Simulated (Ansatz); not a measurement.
Partial pair distribution functions of a relaxed model of amorphous IGZO (In₈Ga₈Zn₈O₃₂), broadened by 0.06 Å; density 5.59 g/cm³. The numbers are results of PBE, scalar-relativistic without spin-orbit coupling (plane waves to 420 eV, PAW; Ansatz, a program for electronic structure), not measurements.

It comes from a melt-quench run on a machine-learned potential (CHGNet), relaxed afterwards by DFT. O atoms were pushed apart under 1.9 Å during the dynamics, to hinder bonds among them. The hot cell started wider than the set density and was brought back towards it in steps. It is the lowest in DFT energy of 2 quenches. It is a model cell: composition and starting density were chosen by hand, and all elements were melted together. No dispersion term was used. Its density started from a set value of 5.47 and ended at 5.59 g/cm³. The quench (nominally 340 K/ps over its main leg) was far faster than any real one, so the model tends to hold more defects than a real film. One small periodic cell is one sample of the glass; other quenches scatter about these values. Volume and shape were free in the relaxation.

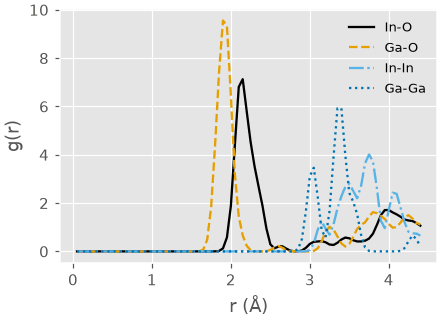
Figure: Partial pair distribution functions

Highest peaks under 4.5 Å: In-O near 2.15 Å, Ga-O near 1.90 Å, In-In near 3.75 Å, Ga-Ga near 3.40 Å; pairs of few atoms are noisy.

Within 2.76 Å each In has 5.38 O neighbours on average.
